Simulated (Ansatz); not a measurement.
The parent structure is SiC in the zinc blende structure (space group F-43m, No. 216; a = 4.3566 Å). Axes: x, y, z lie along the cube axes.

Now apply this change: biaxial strain −3.17 %, plane normal [001], relaxed out of plane (Cartesian); in-plane vectors clamped, the third vector and the atoms free.

All numbers come from r2SCAN (Ansatz, a first-principles code, PAW, scalar-relativistic without spin-orbit coupling), earlier PAW set.

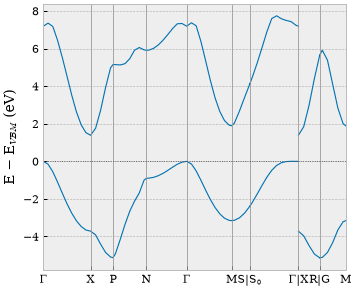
Highest valence and lowest conduction band along the path of the changed cell's own zone

The gap is 1.39 eV, indirect, Γ → X; the base has 1.71 eV.

Whether these cells are dynamically stable was not tested. Labels are those of the standard path for the cell's own space group.
